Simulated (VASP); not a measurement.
Band structure of RhO (relaxed from the CsCl type structure, space group Pm-3m). All values below come from PBEsol GGA, VASP's PBE PAW potentials (set 64) (plane waves; VASP).

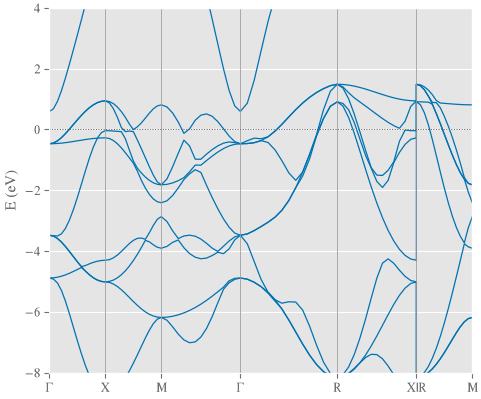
*Bands along high-symmetry lines, zero at the valence-band maximum or, without a gap, the Fermi level*

Problem. Read the plot: is there a gap, and where are the band edges?

Solution. It has no gap at this level: it comes out as a metal or semimetal. (Edges off the drawn lines would not show.)

The structure was generated: RhO was put into the CsCl type type (Pm-3m), which need not be its known phase. It was relaxed first. The electron count is odd and the run is not spin-polarised, which forces a metal.
